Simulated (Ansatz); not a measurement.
# AlCl3FH4N: two geometries relaxed, part 1 of 2

Are the two ends of the reaction (exchange6) separate minima, and which lies lower? Each is relaxed from a guess. Meant to form: Al1–F6, H5–N8, H7–Cl2; to break: Al1–Cl2, H5–F6, H7–N8. The start is a guess near the saddle point, from which both ends are pulled out.

Method: UKS B3LYP/6-31G*, in Ansatz 0.2.0.

### Step 1. The starting structure

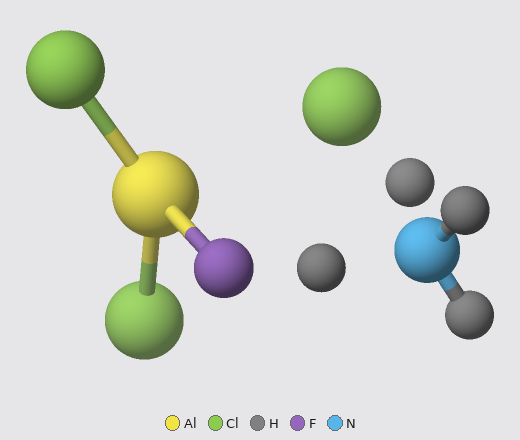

The starting structure, seen from a chosen angle (aluminium yellow, chlorine green, hydrogen grey, fluorine purple, nitrogen blue).

Structure file:

```xyz
10

Al   -1.2184    0.2150   -1.5877
Cl   -0.7072   -1.9123   -0.1784
Cl   -0.4562   -0.1930   -3.4087
Cl   -2.9023    0.9409   -0.7424
H     0.7782    0.8004    0.4155
F     0.2941    1.2872   -0.5770
H     0.3644   -1.0283    0.8956
N     1.0837   -0.0331    1.4106
H     2.0529   -0.3031    1.4640
H     0.7108    0.2263    2.3085
```

### Step 2. Pulling towards end A

Springs on the bonds that form and break draw the guess towards this end; the thresholds are loose.

input.yaml

```yaml
crystal:
  periodic: [false, false, false]
  atoms:
    - { symbol: Al, position_ang: [-1.2184, 0.215, -1.5877] }
    - { symbol: Cl, position_ang: [-0.7072, -1.9123, -0.1784] }
    - { symbol: Cl, position_ang: [-0.4562, -0.193, -3.4087] }
    - { symbol: Cl, position_ang: [-2.9023, 0.9409, -0.7424] }
    - { symbol: H, position_ang: [0.7782, 0.8004, 0.4155] }
    - { symbol: F, position_ang: [0.2941, 1.2872, -0.577] }
    - { symbol: H, position_ang: [0.3644, -1.0283, 0.8956] }
    - { symbol: "N", position_ang: [1.0837, -0.0331, 1.4106] }
    - { symbol: H, position_ang: [2.0529, -0.3031, 1.464] }
    - { symbol: H, position_ang: [0.7108, 0.2263, 2.3085] }
magnetization:
  spin_polarized: true
basis:
  gaussian: { orbitals: "6-31G*" }
hamiltonian:
  xc: b3lyp
relax:
  f_tol: 0.15
  max_steps: 25
  restrain:
    - { distance: [0, 5], at: 3.08, k: 30.0 }
    - { distance: [4, 7], at: 2.32, k: 30.0 }
    - { distance: [6, 1], at: 2.63, k: 30.0 }
    - { distance: [0, 1], at: 2.23, k: 30.0 }
    - { distance: [4, 5], at: 0.88, k: 30.0 }
    - { distance: [6, 7], at: 1.02, k: 30.0 }
```

Command:

```bash
ansatz run input.yaml --threads 4 --pin off --max-ram 5120MiB --backend cpu --events-out ev --progress --plain --runs-dir out
```

What it wrote, cut to the lines that bear on the results:

```text
Warning: RAYON_NUM_THREADS=4 ignored (pool sized by the plan → 4); use --threads N
[...]
Functional definition: B3LYP
[...]
1164 factors; integrals over basis functions are off by at most 5.3e-4 eV
[...]
mean field -48442.49400383 eV, -1780.2288191391 hartree, gradient 3.3e-6 eV, S^2 0.000000; 0 other end points of the search recorded, 0 dependent functions left out
[...]
reference -48442.49430063 eV, -1780.2288300464 hartree; 42, 42 occupied and 72, 72 virtual orbitals, 1164 factors
relax step   1: F+E_penalty+E_count = -48442.49400383 eV  Δ(F+E_penalty+E_count) = +0.000e0 eV  max|allowed force component| = 3.362e0 eV/Å  E_restraint = 45.26388062 eV  max|allowed force component, restraints' pulls added| = 2.873e1 eV/Å  Δτ_max = 0.0000 Å  (29 SCF iters, accepted)
[...]
relax step   3: F+E_penalty+E_count = -48442.09394763 eV  Δ(F+E_penalty+E_count) = +6.279e-1 eV  max|allowed force component| = 6.108e0 eV/Å  E_restraint = 4.39962184 eV  max|allowed force component, restraints' pulls added| = 9.535e0 eV/Å  Δτ_max = 0.1942 Å  (32 SCF iters, accepted)
[...]
relax step   5: F+E_penalty+E_count = -48442.46515343 eV  Δ(F+E_penalty+E_count) = -3.087e-1 eV  max|allowed force component| = 1.200e0 eV/Å  E_restraint = 0.08658889 eV  max|allowed force component, restraints' pulls added| = 8.598e-1 eV/Å  Δτ_max = 0.1946 Å  (28 SCF iters, accepted)
[...]
  distance Al 0 - F 5 = 3.0642 Å
  distance H 4 - N 7 = 2.3014 Å
  distance H 6 - Cl 1 = 2.6319 Å
  distance Al 0 - Cl 1 = 2.1929 Å
  distance H 4 - F 5 = 0.9232 Å
  distance H 6 - N 7 = 1.0195 Å
1164 factors; integrals over basis functions are off by at most 3.8e-4 eV
mean field -48442.63283155 eV, -1780.2339209637 hartree, gradient 9.0e-5 eV, S^2 0.000000; 1 other end points of the search recorded, 0 dependent functions left out
[...]
reference -48442.63313029 eV, -1780.2339319420 hartree; 42, 42 occupied and 72, 72 virtual orbitals, 1164 factors
Total energy: -48442.63313029 eV, -1780.2339319420 hartree
Atom 0 at    -1.532263    -0.235865    -1.741082 Å, force     0.618771    -0.572064     0.785690 eV/Å
Atom 1 at    -0.918497    -1.934317    -0.497064 Å, force    -0.341572     0.850683    -0.674841 eV/Å
Atom 2 at    -0.793831    -0.131890    -3.686432 Å, force     0.000363     0.001217    -0.021026 eV/Å
Atom 3 at    -3.117034     0.941384    -1.069870 Å, force    -0.010563     0.007061     0.003684 eV/Å
Atom 4 at     0.879021     1.370649     0.090446 Å, force     0.535247    -0.933204     1.483510 eV/Å
Atom 5 at     0.549790     1.748742    -0.684730 Å, force    -0.773968     0.233535    -1.247430 eV/Å
Atom 6 at     0.679554    -1.015866     1.381716 Å, force     0.035940     0.030742     0.039652 eV/Å
Atom 7 at     1.213515    -0.217061     1.722503 Å, force    -0.077108     0.384944    -0.400498 eV/Å
Atom 8 at     2.177080    -0.526896     1.831736 Å, force     0.006834    -0.003246     0.014405 eV/Å
Atom 9 at     0.862665     0.001121     2.652776 Å, force     0.006056     0.000332     0.016853 eV/Å
Dipole moment:     0.335728    -0.233461     0.650939 e Å
```

Run time: 60 s. Hardware: 4 threads of Arm Neoverse N1, shared host; peak memory 0.45 GiB.

Step by step:

```csv
step,energy from step 1 (eV),largest force component (eV/Å)
1,0.0000,3.3619
2,-0.2278,3.3761
3,0.4001,6.1082
4,0.3376,2.3080
5,0.0289,1.1996
6x,0.0153,1.7239
7,-0.1045,1.2369
8,-0.1312,1.3431
9,-0.1388,1.4835
```

Step 1 is the start. 1 step was tried and not accepted (6; marked x where the table lists them). Energies and forces in the table leave out the springs, which the log lists apart; the run stops on the force with the springs' pull added.

After: Bond lengths: Al1–Cl2 2.193 Å, Al1–Cl3 2.083 Å, Al1–Cl4 2.085 Å, H5–F6 0.923 Å, H7–N8 1.019 Å, N8–H9 1.018 Å, N8–H10 1.018 Å. Angles: Cl2–Al1–Cl3 118.0°, Cl2–Al1–Cl4 117.9°, Cl3–Al1–Cl4 122.8°, H7–N8–H9 107.0°, H7–N8–H10 107.0°, H9–N8–H10 107.1°.

Pairs that crossed the distance rule for bonds on the way: came closer H5–F6, H7–N8; moved apart Al1–F6.

### Step 3. End point A

It starts where the restrained run ended.

input.yaml

```yaml
crystal:
  periodic: [false, false, false]
  atoms:
    - { symbol: Al, position_ang: [-1.532263, -0.235865, -1.741082] }
    - { symbol: Cl, position_ang: [-0.918497, -1.934317, -0.497064] }
    - { symbol: Cl, position_ang: [-0.793831, -0.13189, -3.686432] }
    - { symbol: Cl, position_ang: [-3.117034, 0.941384, -1.06987] }
    - { symbol: H, position_ang: [0.879021, 1.370649, 0.090446] }
    - { symbol: F, position_ang: [0.54979, 1.748742, -0.68473] }
    - { symbol: H, position_ang: [0.679554, -1.015866, 1.381716] }
    - { symbol: "N", position_ang: [1.213515, -0.217061, 1.722503] }
    - { symbol: H, position_ang: [2.17708, -0.526896, 1.831736] }
    - { symbol: H, position_ang: [0.862665, 0.001121, 2.652776] }
magnetization:
  spin_polarized: true
basis:
  gaussian: { orbitals: "6-31G*" }
hamiltonian:
  xc: b3lyp
relax:
  f_tol: 0.03
  max_steps: 50
output:
  orbitals: {}
```

Command:

```bash
ansatz run input.yaml --threads 4 --pin off --max-ram 5120MiB --backend cpu --events-out ev --progress --plain --runs-dir out
```

What it wrote, cut to the lines that bear on the results:

```text
Warning: RAYON_NUM_THREADS=4 ignored (pool sized by the plan → 4); use --threads N
[...]
[... 1 set-up line as earlier in the session ...]
[...]
1161 factors; integrals over basis functions are off by at most 3.8e-4 eV
[...]
mean field -48442.63283001 eV, -1780.2339209072 hartree, gradient 3.1e-5 eV, S^2 0.000000; 0 other end points of the search recorded, 0 dependent functions left out
[...]
reference -48442.63312848 eV, -1780.2339318755 hartree; 42, 42 occupied and 72, 72 virtual orbitals, 1161 factors
relax step   1: F+E_penalty+E_count = -48442.63283001 eV  Δ(F+E_penalty+E_count) = +0.000e0 eV  max|allowed force component| = 1.484e0 eV/Å  Δτ_max = 0.0000 Å  (27 SCF iters, accepted)
[...]
relax step   4: F+E_penalty+E_count = -48443.63503079 eV  Δ(F+E_penalty+E_count) = -4.055e-1 eV  max|allowed force component| = 1.250e0 eV/Å  Δτ_max = 0.1983 Å  (29 SCF iters, accepted)
[...]
Total energy: -48444.92338313 eV, -1780.3180971817 hartree
Atom 0 at    -1.061472     0.157320    -1.433382 Å, force    -0.007746    -0.002011    -0.007647 eV/Å
Atom 1 at    -0.802794    -1.786016    -0.382770 Å, force    -0.000933     0.000343    -0.001384 eV/Å
Atom 2 at    -0.585205    -0.044712    -3.495953 Å, force     0.000037    -0.000311     0.001762 eV/Å
Atom 3 at    -2.967050     0.985285    -0.949621 Å, force    -0.000462    -0.000794     0.000122 eV/Å
Atom 4 at     0.797402     0.575453     0.606126 Å, force     0.003837    -0.004869     0.008591 eV/Å
Atom 5 at     0.153707     1.123469    -0.651018 Å, force     0.008950    -0.005391     0.011058 eV/Å
Atom 6 at     0.562288    -0.958804     1.161543 Å, force    -0.000730    -0.000512    -0.001616 eV/Å
Atom 7 at     1.071829    -0.082919     1.407508 Å, force    -0.005575     0.016142    -0.016282 eV/Å
Atom 8 at     2.080386    -0.246363     1.428983 Å, force     0.006568    -0.003040    -0.001677 eV/Å
Atom 9 at     0.750908     0.277287     2.308584 Å, force    -0.003946     0.000442     0.007073 eV/Å
Dipole moment:     1.541832     0.007971     1.937553 e Å
```

Wall time 92 s (4 threads of Arm Neoverse N1, shared host); peak memory 0.44 GiB.

The steps of the relaxation:

```csv
step,energy from step 1 (eV),largest force component (eV/Å)
1,0.0000,1.4835
2,-0.2949,0.6565
3,-0.5967,0.8183
4,-1.0022,1.2504
5,-1.3767,1.0167
6,-1.6364,1.7105
7,-1.9021,2.4726
8,-2.0986,0.9468
9,-2.2045,0.3355
10,-2.2300,0.3332
11,-2.2724,0.2283
12,-2.2859,0.1769
13,-2.2895,0.1365
14,-2.2903,0.0163
```

Step 1 is the start.

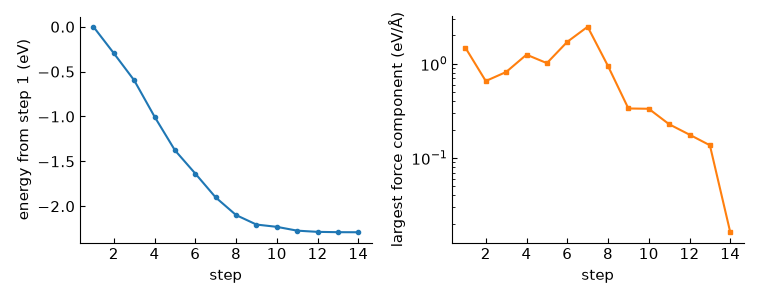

How energy and force went from step to step.

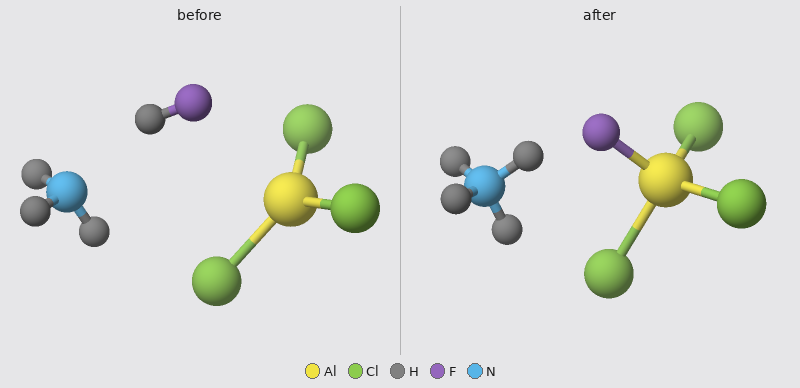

Before and after, at one scale.

After: Bond lengths: Al1–Cl2 2.224 Å, Al1–Cl3 2.126 Å, Al1–Cl4 2.133 Å, Al1–F6 1.738 Å, H5–N8 1.073 Å, H7–N8 1.043 Å, N8–H9 1.022 Å, N8–H10 1.022 Å. Angles: Cl2–Al1–Cl3 110.4°, Cl2–Al1–Cl4 109.6°, Cl2–Al1–F6 101.1°, Cl3–Al1–Cl4 117.2°, Cl3–Al1–F6 109.4°, Cl4–Al1–F6 107.9°, H5–N8–H7 102.4°, H5–N8–H9 111.5°, H5–N8–H10 111.2°, H7–N8–H9 110.7°, H7–N8–H10 110.5°, H9–N8–H10 110.3°.

Pairs that crossed the distance rule for bonds on the way: came closer Al1–F6, H5–N8; moved apart H5–F6.

(Continued in part 2 of 2.)
